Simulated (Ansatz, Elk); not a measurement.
**Zr2PN: X-ray structure factors from the self-consistent density**

Structure refinements treat a crystal as free atoms side by side. For a made-up structure of Zr2PN (cell and positions from a PBEsol relaxation) the runs below show what the calculated density changes in F(hkl).

Calculated with Elk 11.2.3 (patched build); DFT, PBE, all-electron APW+lo, Dirac cores, scalar-relativistic bands, static density, no spin.

The structure was built from a prototype and need not be the compound's stable phase.

### Step 1. Set-up

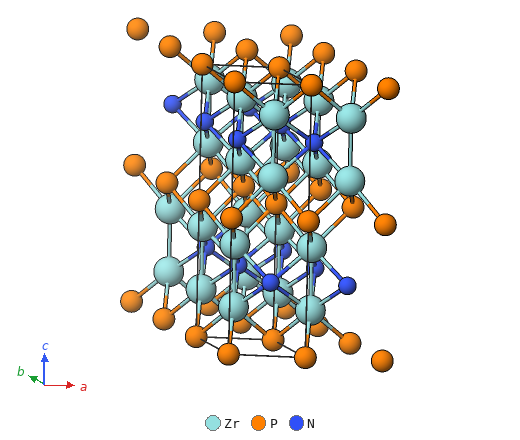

Start, viewed slightly off an axis; zirconium light teal, phosphorus orange, nitrogen blue. 2×3×1 cells are drawn. Bonds to atoms that aren't drawn are left out. Some periodic images of atoms are drawn too.

### Step 2. Ground state and structure factors

An all-electron density is needed, since X-rays see the cores too. Task 0 finds the density and task 195 Fourier-transforms it; tshift is off so that phases refer to the origin typed.

Contents of elk.in:

```
tasks
  0
  195

xctype
  20

spinpol
  .false.

rgkmax
  7.0

gmaxvr
  14.0

lmaxo
  7

lmaxapw
  8

swidth
  0.002

tshift
  .false.

ramdisk
  .false.

hmaxvr
  5.5

maxscl
  120

epspot
  1e-06

sppath
  './'

avec
  6.37173614829 0.00000000000 0.00000000000
  -3.18586807415 5.51808537063 0.00000000000
  0.00000000000 0.00000000000 23.15906863330

atoms
  3
  'Zr.in'
  4
  0.3333333333 0.6666666667 0.1346668629   0.000000 0.000000 0.000000
  0.6666666667 0.3333333333 0.6346668629   0.000000 0.000000 0.000000
  0.6666666667 0.3333333333 0.8653331371   0.000000 0.000000 0.000000
  0.3333333333 0.6666666667 0.3653331371   0.000000 0.000000 0.000000
  'P.in'
  2
  -0.0000000000 -0.0000000000 0.0000000000   0.000000 0.000000 0.000000
  -0.0000000000 -0.0000000000 0.5000000000   0.000000 0.000000 0.000000
  'N.in'
  2
  0.3333333333 0.6666666667 0.7500000000   0.000000 0.000000 0.000000
  0.6666666667 0.3333333333 0.2500000000   0.000000 0.000000 0.000000

ngridk
  8 8 2
```

Run with:

```bash
$ OMP_NUM_THREADS=4 elk
```

Numbers of over 12 decimals in the logs are rounded to 6 here.

What it wrote:

```text
┌─────────────────────────┐
│ Elk code version 11.2.3 │
└─────────────────────────┘

All units are atomic (Hartree, Bohr, etc.)

┌─────────────────────────────────────────────────┐
│ Ground-state run starting from atomic densities │
└─────────────────────────────────────────────────┘

Lattice vectors :
   6.371736148       0.000000000       0.000000000
  -3.185868074       5.518085371       0.000000000
   0.000000000       0.000000000       23.15906863

Reciprocal lattice vectors :
  0.9861025568      0.5693265766      -0.000000000
   0.000000000       1.138653153       0.000000000
   0.000000000      -0.000000000      0.2713056128

Unit cell volume      :    814.2678514
Brillouin zone volume :   0.3046297518

Muffin-tin inner radius fraction :   0.1000000000E-01

Nuclei treated as point charges

Species : 1 (Zr)
 parameters loaded from : Zr.in
 name : zirconium
 nuclear charge    :   -40.00000000
 electronic charge :    40.00000000
 atomic mass :    166291.1793
 muffin-tin radius :    2.585281593
 number of radial points in muffin-tin :   1193
 inner part over the whole radius :   0.9984267135E-02
 number on inner part of muffin-tin    :    848
 approximate nuclear radius :   0.8202877663E-04
 number of mesh points to nuclear radius :    417
 atomic positions (lattice), magnetic fields (Cartesian) :
  1 :   0.33333333 -0.33333333  0.13466686    0.00000000  0.00000000  0.00000000
  2 :  -0.33333333  0.33333333 -0.36533314    0.00000000  0.00000000  0.00000000
  3 :  -0.33333333  0.33333333 -0.13466686    0.00000000  0.00000000  0.00000000
  4 :   0.33333333 -0.33333333  0.36533314    0.00000000  0.00000000  0.00000000

Species : 2 (P)
 parameters loaded from : P.in
 name : phosphorus
 nuclear charge    :   -15.00000000
 electronic charge :    15.00000000
 atomic mass :    56461.71230
 muffin-tin radius :    2.187545963
 number of radial points in muffin-tin :    793
 inner part over the whole radius :   0.9813557561E-02
 number on inner part of muffin-tin    :    553
 approximate nuclear radius :   0.6081821256E-04
 number of mesh points to nuclear radius :    249
 atomic positions (lattice), magnetic fields (Cartesian) :
  1 :   0.00000000  0.00000000  0.00000000    0.00000000  0.00000000  0.00000000
  2 :   0.00000000  0.00000000  0.50000000    0.00000000  0.00000000  0.00000000

Species : 3 (N)
 parameters loaded from : N.in
 name : nitrogen
 nuclear charge    :   -7.000000000
 electronic charge :    7.000000000
 atomic mass :    25532.65216
 muffin-tin radius :    1.800000000
 number of radial points in muffin-tin :    593
 inner part over the whole radius :   0.9919300552E-02
 number on inner part of muffin-tin    :    407
 approximate nuclear radius :   0.4939692610E-04
 number of mesh points to nuclear radius :    170
 atomic positions (lattice), magnetic fields (Cartesian) :
  1 :   0.33333333 -0.33333333 -0.25000000    0.00000000  0.00000000  0.00000000
  2 :  -0.33333333  0.33333333  0.25000000    0.00000000  0.00000000  0.00000000

Total number of atoms per unit cell :    8
Total muffin-tin volume :    426.0718737
 ratio of muffin-tin to unit cell volume :   0.5232576394

Spin treatment :
 spin-unpolarised

Number of Bravais lattice symmetries :   24
Number of crystal symmetries         :   24
Crystal has inversion symmetry
Real symmetric eigensolver will be used

k-point grid :      8     8     2
k-point offset :    0.000000000       0.000000000       0.000000000
k-point set is reduced with full crystal symmetry group
Total number of k-points :       20

Muffin-tin radius times maximum |G+k| :    7.000000000
 using average radius
Maximum |G+k| for APW functions       :    3.057399682
Maximum (1/2)|G+k|²                   :    4.673846408
Maximum |G| for potential and density :    14.00000000
Constant for pseudocharge density :    9
 order of it for each species :   16  16  16
 order of it for pair densities of each species (exact exchange by exxq0 0: 17) :   12   8   5
Radial integration step length :    1

[...]
exchange                    :     -508.08966189618
 correlation                 :     -9.899459
 electron entropic           :    -0.70395361040053E-03
 total energy                :     -15192.743895461

Density of states at Fermi energy :    51.28118158
 (states/Hartree/unit cell)

Estimated indirect band gap :   0.9752718325E-02
 from k-point 1 to k-point 9
Estimated direct band gap   :   0.1568049349E-01
 at k-point 2

Charges :
 core                        :    136.0000000
 valence                     :    68.00000000
 interstitial                :    11.29620116
 muffin-tins (core leakage)
  species : 1 (Zr)
[...]
species : 2 (P)
[...]
species : 3 (N)
[...]
total in muffin-tins        :    192.7037988
 total calculated charge     :    203.9962221
 total charge                :    204.0000000
 error                       :   0.3777909976E-02

RMS change in Kohn-Sham potential (target) :    1.045481963     (  0.1000000000E-05)
Absolute change in total energy (target)   :   0.2337119334     (  0.1000000000E-03)

[... loops 3 to 15 left out ...]

┌──────────────────┐
│ Loop number : 16 │
└──────────────────┘

Energies :
 Fermi                       :     0.397810
 sum of occupied eigenvalues :     -8943.6637038671
 electron kinetic            :      15672.467896451
 core electron kinetic       :      15358.527051112
 Coulomb                     :     -30345.503019238
 Coulomb potential           :     -23942.038198519
 nuclear-nuclear             :     -1899.3780879706
 electron-nuclear            :     -32995.815921137
 Hartree                     :      4549.6909898700
 Madelung                    :     -18374.483919978
 xc potential                :     -674.09340179911
 exchange                    :     -507.93605975448
 correlation                 :     -9.933301
 electron entropic           :    -0.74509196512594E-03
 total energy                :     -15190.905228966

Density of states at Fermi energy :    55.53110166
 (states/Hartree/unit cell)

Estimated indirect band gap :   0.2529605751E-02
 from k-point 9 to k-point 19
Estimated direct band gap   :   0.6021809012E-02
 at k-point 9

Charges :
 core                        :    136.0000000
 valence                     :    68.00000000
 interstitial                :    11.60618537
 muffin-tins (core leakage)
  species : 1 (Zr)
[...]
species : 2 (P)
[...]
species : 3 (N)
[...]
total in muffin-tins        :    192.3938146
 total calculated charge     :    203.9964046
 total charge                :    204.0000000
 error                       :   0.3595350690E-02

RMS change in Kohn-Sham potential (target) :   0.6890516882E-06 (  0.1000000000E-05)
Absolute change in total energy (target)   :   0.9717192916E-04 (  0.1000000000E-03)

Convergence targets achieved

┌──────────────────┐
│ Loop number : 17 │
└──────────────────┘

Energies :
 Fermi                       :     0.397810
 sum of occupied eigenvalues :     -8943.6637118664
 electron kinetic            :      15672.467870126
 core electron kinetic       :      15358.527017711
 Coulomb                     :     -30345.503007684
 Coulomb potential           :     -23942.038184970
 nuclear-nuclear             :     -1899.3780879706
 electron-nuclear            :     -32995.815910812
 Hartree                     :      4549.6909910990
 Madelung                    :     -18374.483915198
 xc potential                :     -674.09339702233
 exchange                    :     -507.93605943816
 correlation                 :     -9.933301
 electron entropic           :    -0.74509322502255E-03
 total energy                :     -15190.905243418

Density of states at Fermi energy :    55.53120907
 (states/Hartree/unit cell)

Estimated indirect band gap :   0.2529595962E-02
 from k-point 9 to k-point 19
Estimated direct band gap   :   0.6021785586E-02
 at k-point 9

Charges :
 core                        :    136.0000000
 valence                     :    68.00000000
 interstitial                :    11.60618523
 muffin-tins (core leakage)
  species : 1 (Zr)
[...]
species : 2 (P)
[...]
atom 2                    :    13.61613047     (  0.3511237596E-03)
  species : 3 (N)
   atom 1                    :    6.430569332     ( -0.8220245284E-07)
   atom 2                    :    6.430569332     ( -0.8220245284E-07)
 total in muffin-tins        :    192.3938148
 total calculated charge     :    203.9964046
 total charge                :    204.0000000
 error                       :   0.3595350397E-02

┌──────────────────────────────┐
│ Self-consistent loop stopped │
└──────────────────────────────┘

Warning : core states of species 2 leak from the muffin-tin :   0.3511237596E-03

Wrote STATE.OUT
```

Run time: 49 s. Hardware: 4 threads of Arm Neoverse V2, shared host; peak memory 0.25 GiB.

SFACRHO.OUT:

```text

h k l indices transformed by vhmat matrix:
   1.000000000       0.000000000       0.000000000    
   0.000000000       1.000000000       0.000000000    
   0.000000000       0.000000000       1.000000000    

      h      k      l  multipl.   |H|            Re(F)            Im(F)           |F|

      0      0      0      1   0.0000000       204.00000     -0.19086352E-15   204.00000    
      0      0     -1      2  0.27130561     -0.14570967E-14 -0.11300236E-13  0.11393791E-13
      0      0     -2      2  0.54261123      -3.6340361     -0.69344309E-14   3.6340361    
      0      0     -3      2  0.81391684     -0.39540699E-13  0.52969858E-13  0.66100475E-13
      0      0     -4      2   1.0852225      -94.582429     -0.51291519E-13   94.582429    
      1     -1      0      6   1.1386532      -48.281990     -0.20481679E-13   48.281990    
      0      1      1      6   1.1705288       75.176436     -0.32135047E-13   75.176436    
      1      0      1      6   1.1705288      -75.176436      0.73804669E-13   75.176436    
      1      0     -2      6   1.2613318       34.199888      0.21187943E-14   34.199888    
      1     -1     -2      6   1.2613318       34.199888     -0.10593972E-14   34.199888    
      0      0      5      2   1.3565281      0.77250668E-13 -0.84045509E-13  0.11415478E-12
      1     -1     -3      6   1.3996398      -68.484369     -0.12006501E-13   68.484369    
     -1      0      3      6   1.3996398       68.484369      0.57384013E-13   68.484369    
      1      0     -4      6   1.5729713       72.432069      0.52969858E-13   72.432069    
      0      1     -4      6   1.5729713       72.432069     -0.22600473E-13   72.432069    
      0      0      6      2   1.6278337       52.293574      0.14478006E-13   52.293574    
     -1      0     -5      6   1.7710729       93.548668      0.78395390E-13   93.548668    
      0      1      5      6   1.7710729      -93.548668      0.89519061E-13   93.548668
```

Elk indexes on the primitive cell of elk.in and gives |H| = 4π sin θ/λ in inverse bohr. Below, one row stands for each form hkl of the conventional cell (m members, Friedel mates merged), F is for one primitive cell and the density is static (no thermal factor). Free-atom factors are Waasmaier and Kirfel's, and R is Σm||F|−|F'||/Σm|F|.

```
hkl   m  sin θ/λ (Å⁻¹)  abs F, DFT  neutral atoms   diff.
001   2          0.041       0.000          0.000  +0.000
002   2          0.082       3.634          3.622  +0.012
003   2          0.122       0.000          0.000  +0.000
004   2          0.163      94.582         95.615  -1.033
100   6          0.171      48.282         48.353  -0.071
101  12          0.176      75.176         75.653  -0.477
102  12          0.190      34.200         33.583  +0.617
005   2          0.204       0.000          0.000  +0.000
103  12          0.210      68.484         68.327  +0.158
104  12          0.236      72.432         72.891  -0.459
006   2          0.245      52.294         52.970  -0.677
105  12          0.266      93.549         93.675  -0.127
007   2          0.286       0.000          0.000  +0.000
110   6          0.297     132.818        132.763  +0.055
```

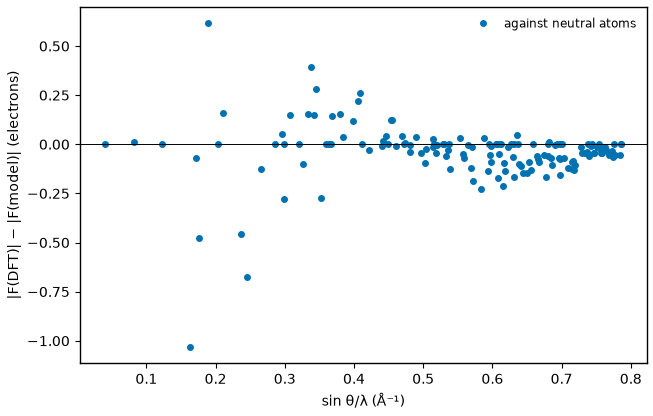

Difference between the calculated structure factors and the independent-atom ones.

### Step 3. The highest occupied states alone

An energy window below the Fermi level keeps the highest occupied states, to see at which angles they scatter; shallow core shells can lie inside it and anion s states outside. No new self-consistency is needed.

Changes to elk.in since step 2:

```diff
@@ -1,3 +1,2 @@
 tasks
-  0
   195
@@ -40,2 +39,5 @@
 
+wsfac
+  -0.153430 0.697810
+
 sppath
```

Run with:

```bash
$ OMP_NUM_THREADS=4 elk
```

What it wrote:

```text
┌─────────────────────────────────┐
│ Elk code version 11.2.3 started │
└─────────────────────────────────┘

Info(readinput): the functional depends on the density's gradient
 muffin-tin radial points multiplied by    2.00000
 (not where nrmtscf is given)

┌────────────────────┐
│ Current task : 195 │
└────────────────────┘
Info(checkmt): changed muffin-tin radius of species 1 (Zr) from   2.6000 to   2.5853
Info(checkmt): changed muffin-tin radius of species 2 (P) from   2.2000 to   2.1875

Info(sfacrho): density structure factors written to SFACRHO.OUT

 Energy window :  -0.1534300000      0.6978100000

┌──────────────────┐
│ Elk code stopped │
└──────────────────┘
```

The job ended after 19 s (4 threads; peak memory 0.17 GiB).

States within 15 eV below the Fermi level hold 36.00 electrons; any levels below the window count with the cores. Their amplitudes can exceed the total, where window and core parts have opposite phase:

```
hkl  sin θ/λ (Å⁻¹)  abs F, window  abs F, all
001          0.041          0.000       0.000
002          0.082          2.509       3.634
003          0.122          0.000       0.000
004          0.163          8.070      94.582
100          0.171          1.151      48.282
101          0.176          4.112      75.176
102          0.190          5.836      34.200
005          0.204          0.000       0.000
103          0.210          5.066      68.484
104          0.236          0.971      72.432
```

### Step 4. Another functional

The difference from free atoms is small, so it is set against the change that PBEsol makes.

Changes to elk.in since step 3:

```diff
@@ -1,2 +1,3 @@
 tasks
+  0
   195
@@ -4,3 +5,3 @@
 xctype
-  20
+  22
 
@@ -39,5 +40,2 @@
 
-wsfac
-  -0.153430 0.697810
-
 sppath
```

Run with:

```bash
$ OMP_NUM_THREADS=4 elk
```

What it wrote:

```text
┌─────────────────────────┐
│ Elk code version 11.2.3 │
└─────────────────────────┘

All units are atomic (Hartree, Bohr, etc.)

┌─────────────────────────────────────────────────┐
│ Ground-state run starting from atomic densities │
└─────────────────────────────────────────────────┘

Lattice vectors :
   6.371736148       0.000000000       0.000000000
  -3.185868074       5.518085371       0.000000000
   0.000000000       0.000000000       23.15906863

Reciprocal lattice vectors :
  0.9861025568      0.5693265766      -0.000000000
[...]
species : 1 (Zr)
[...]
species : 2 (P)
[...]
species : 3 (N)
   atom 1                    :    6.405778152     ( -0.7453550221E-07)
   atom 2                    :    6.405778152     ( -0.7453550221E-07)
 total in muffin-tins        :    192.3426175
 total calculated charge     :    203.9964123
 total charge                :    204.0000000
 error                       :   0.3587711658E-02

┌──────────────────────────────┐
│ Self-consistent loop stopped │
└──────────────────────────────┘

Warning : core states of species 2 leak from the muffin-tin :   0.3544059241E-03

Wrote STATE.OUT
[key lines of the parts left out:]
total energy                :     -15181.270633298
```

Run time: 50 s. Hardware: 4 threads; peak memory 0.28 GiB; 2.1 min of CPU time.

Against the first run R = 0.03 %; the largest change is +0.049 at 004.

### Step 5. A coarser k-mesh

About half the k-points along each axis test the sampling.

Changes to elk.in since step 4:

```diff
@@ -5,3 +5,3 @@
 xctype
-  22
+  20
 
@@ -66,2 +66,2 @@
 ngridk
-  8 8 2
+  4 4 1
```

Run with:

```bash
$ OMP_NUM_THREADS=4 elk
```

What it wrote:

```text
┌─────────────────────────┐
│ Elk code version 11.2.3 │
└─────────────────────────┘

All units are atomic (Hartree, Bohr, etc.)

┌─────────────────────────────────────────────────┐
│ Ground-state run starting from atomic densities │
└─────────────────────────────────────────────────┘

Lattice vectors :
   6.371736148       0.000000000       0.000000000
  -3.185868074       5.518085371       0.000000000
   0.000000000       0.000000000       23.15906863

Reciprocal lattice vectors :
  0.9861025568      0.5693265766      -0.000000000
[...]
species : 1 (Zr)
[...]
species : 2 (P)
[...]
species : 3 (N)
   atom 1                    :    6.432694087     ( -0.8217209180E-07)
   atom 2                    :    6.432694087     ( -0.8217209180E-07)
 total in muffin-tins        :    192.3980915
 total calculated charge     :    203.9964313
 total charge                :    204.0000000
 error                       :   0.3568717325E-02

┌──────────────────────────────┐
│ Self-consistent loop stopped │
└──────────────────────────────┘

Warning : core states of species 2 leak from the muffin-tin :   0.3509446602E-03

Wrote STATE.OUT
[key lines of the parts left out:]
total energy                :     -15190.901246693
```

The job ended after 30 s (4 threads; peak memory 0.25 GiB; 50 s of CPU time).

Against the first run R = 0.01 %; the largest change is -0.067 at 008.

### Step 6. Settings against the effect

```
          run  R against the first run (%)  R against neutral atoms, low angle (%)  wall time
PBE, rgkmax 7                         0.00                                    0.54       49 s
       PBEsol                         0.03                                    0.51       50 s
 k-mesh 4×4×1                         0.01                                    0.53       30 s
```

### Step 7. Results

```yaml
r_against_neutral_atoms_sin_theta_lambda_0p3_a_minus1: 0.54 %
r_against_neutral_atoms_0p3_to_0p79_a_minus1: 0.21 %
```

In words: Independent neutral atoms miss the calculated amplitudes by R = 0.54 % below 0.3 Å⁻¹ and 0.21 % from there to 0.79 Å⁻¹; by shells, 0.34 % below 0.15 Å⁻¹ (1 form), 0.54 % 0.15 to 0.3 (10 forms), 0.29 % 0.3 to 0.45 (18 forms), 0.20 % above 0.45 (90 forms). Bonding, aspherical density and the tables' own atoms all enter these figures, and the runs don't part them. The largest change of an amplitude is -1.03 electrons, at 004. Weak lines can change much in proportion: 106 goes from 1.11 to 0.83. The window's part falls from 36.0 electrons at the origin to at most 0.52 between 0.45 and 0.79 Å⁻¹. Below 0.3 Å⁻¹ the changes that finished (PBEsol and k-mesh 4×4×1) move F by R = 0.04 % at most, against the 0.54 % that separates it from free atoms. The basis has no finished test. Part of the difference isn't bonding: the tables are fits to free atoms and ions calculated by other methods than this functional. Thermal motion, anomalous dispersion and extinction are left out.

[Logs are printed without paths, hosts, clocks, repeated set-up lines and the standing remarks that a program may print on its own settings, such as how far it seeks lower states.]

[Hosts, paths, dates, database ids (printed as entryN), source tags and the programs' standing remarks are cut or masked in the printed files.]
